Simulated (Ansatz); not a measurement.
Br2H2HfO2

```xyz
7

Br   -1.2461   -2.2943   -0.8772
Br    0.9738    0.8209   -2.4421
Hf   -0.0290   -0.1570   -0.3537
O    -1.2600    1.0882    0.3791
O     1.3635   -0.5287    0.8816
H    -1.8154    1.7151    0.8394
H     2.0131   -0.6442    1.5730
```

Geometry: PBE0-D4/def2-SVP; core potentials replace the inner electrons of Hf.

All numbers below come from isolated molecule in a Gaussian basis; Kohn-Sham density functional theory, functional PBE0 (Ansatz 0.2.0).

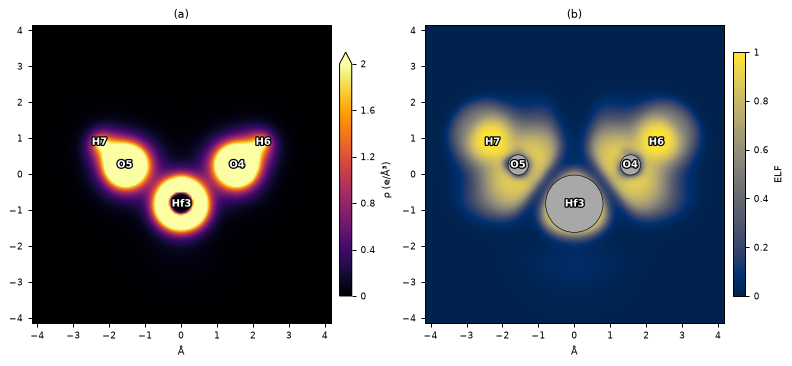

Figure 1. (a) electron density; (b) electron localisation function on the plane of atoms O4, Hf3 and O5. Grey discs cover the atomic cores in the ELF map.

What do the fields say about this system?

Answer. Atoms in the plane: Hf, O and H. Hf–O (1.90 Å): ρ at the midpoint is about 0.92 e/Å³; the ELF peaks at about 0.80 in the valence shell of O, 0.5 Å from its nucleus, and drops to about 0.20 between the two atoms. O–H (0.96 Å): the density is about 3.8 e/Å³ at the midpoint; the ELF climbs to about 1 towards the hydrogen, as it does in any bond to H (an ordinary covalent bond to hydrogen).

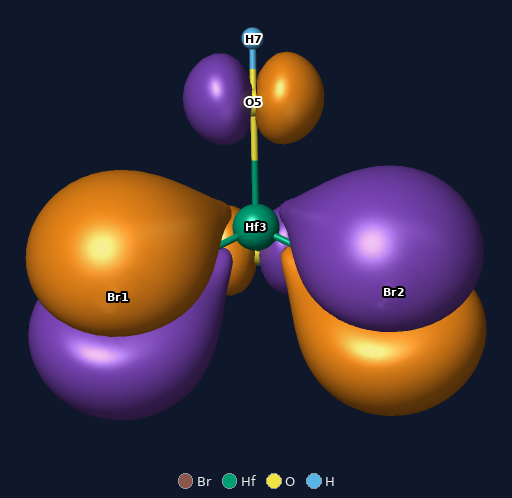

Figure 2. The HOMO−1 at ±0.06 Å⁻³ᐟ² (orange and purple are the two phases), seen at an oblique angle.

What is the character of this orbital?

Answer. Its weight (Hirshfeld) is mainly on Br1 (about 45 %) and Br2 (about 45 %); largely a combination of lone pairs on Br1 and Br2. Its energy is −8.47 eV.

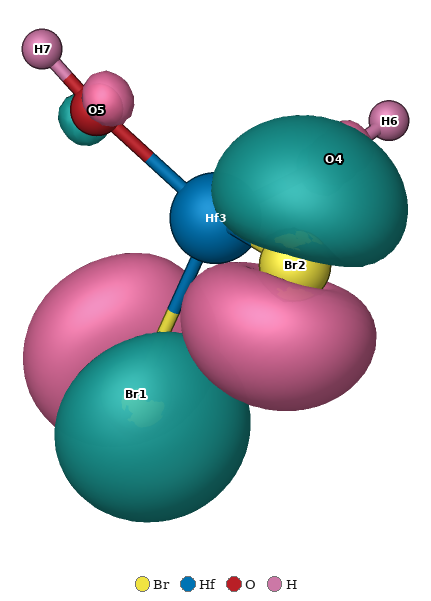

Figure 3. One frontier orbital at ±0.1 Å⁻³ᐟ² (teal and pink are the two phases), seen at a tilt.

Which orbital is it: HOMO or LUMO?

Answer. The HOMO, at −8.32 eV. It lies mainly on Br1 (about 45 %) and Br2 (about 45 %); largely a combination of lone pairs on Br1 and Br2.
